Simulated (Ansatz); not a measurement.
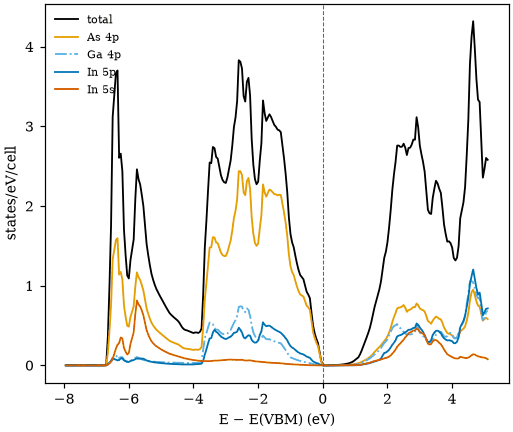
Figure. Total and projected density of states of InGaAs$_{2}$ in space group R3m (No. 160; In on 3a, Ga on 3a, As on 3a, As on 3a), DFT-r²SCAN in the program Ansatz with PAW potentials

Task: Which orbitals carry the states next to the gap?

Result: Top 1 eV of the valence band: As 4p 79 %, In 5p 13 %. Bottom 1 eV of the conduction band: Ga 4s 32 %, As 4p 27 %, As 4s 20 %, Ga 4p 13 %. Projections are on Löwdin-orthogonalised atomic valence shells; empty p or d shells of many metals are not among them.

Task: Where is the tallest occupied peak in this window, and what makes it?

Result: Near -2.6 eV, about 3.8 states/eV per cell; the largest projected share is As 4p.

The workflow started from a Materials Project entry (that database holds measured and hypothetical structures alike); the Crystallography Open Database copy checked does not list it. With In and Ga taken as one species the cell has the higher symmetry F-43m, so it may be an ordered model of a mixed-site phase. Its standing as an ambient phase is unchecked. The r²SCAN relaxation kept the symmetry of its start; of distortions, only those at the zone centre were tested. Scalar-relativistic: spin–orbit coupling is off unless named, which matters more the heavier the elements.

Potentials: the later of the program's two PAW sets.
